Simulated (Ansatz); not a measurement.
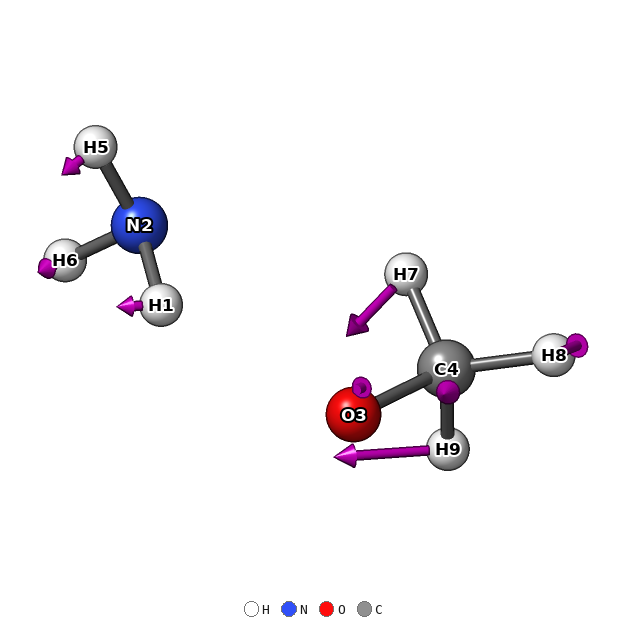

The arrows show one normal mode. The species is neutral and a spin doublet. Harmonic vibrations computed with UKS PBE0-D4/def2-TZVP (Ansatz 0.2.0) at a stationary point of the same level.

Estimate its harmonic wavenumber.

Answer. 1046 cm⁻¹; it is mode 8 of 21 counted from the lowest.
